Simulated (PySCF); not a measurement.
CH₆Ge, SMILES `C[GeH3]`.

Level of theory: PBE0/def2-SVP (PySCF), at a geometry from GFN2-xTB. No frequency check shows the geometry to be a minimum. GFN2-xTB bond lengths at metals and heavier atoms can be off by up to 0.1 Å and shapes distorted, which carries into these values.

Geometry (Å), atoms numbered from 1:

```
C1      -1.5689    0.0002    0.0000
Ge2      0.3897   -0.0001   -0.0001
H3      -1.9547   -0.5836    0.8320
H4      -1.9546   -0.4284   -0.9220
H5      -1.9543    1.0130    0.0894
H6       0.9345    0.5884    1.2607
H7       0.9341   -1.3865   -0.1207
H8       0.9378    0.8007   -1.1355
```

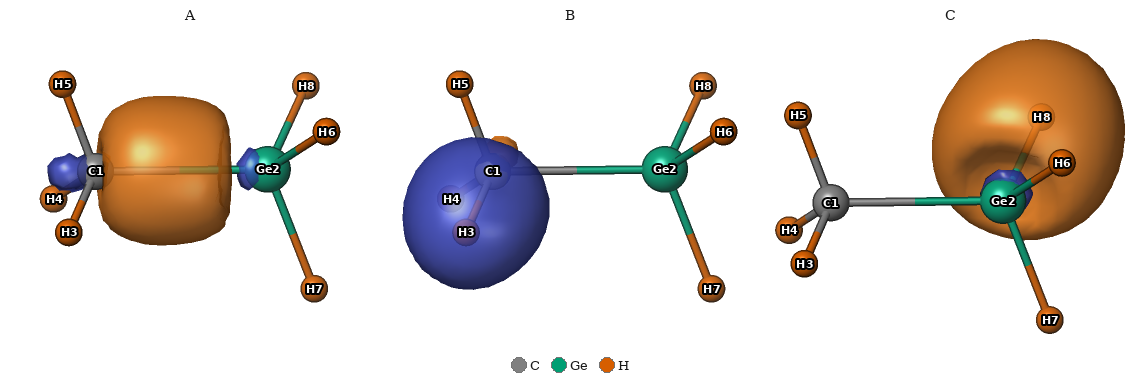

Pipek–Mezey orbitals, occupied; each surface holds about 70 % of the orbital's density. Energies are diagonal elements of the Fock matrix.

What does each orbital represent in a Lewis picture?

By panel:
- A: σ bond C1–Ge2 (C1 59 %, Ge2 41 %; −11.7 eV)
- B: σ bond C1–H3 (C1 55 %, H3 44 %; −13.4 eV)
- C: σ bond H8–Ge2 (H8 53 %, Ge2 47 %; −11.1 eV)

Which has the smallest and which the largest spatial spread?

Smallest: B (0.86 Å); largest: A (1.05 Å).
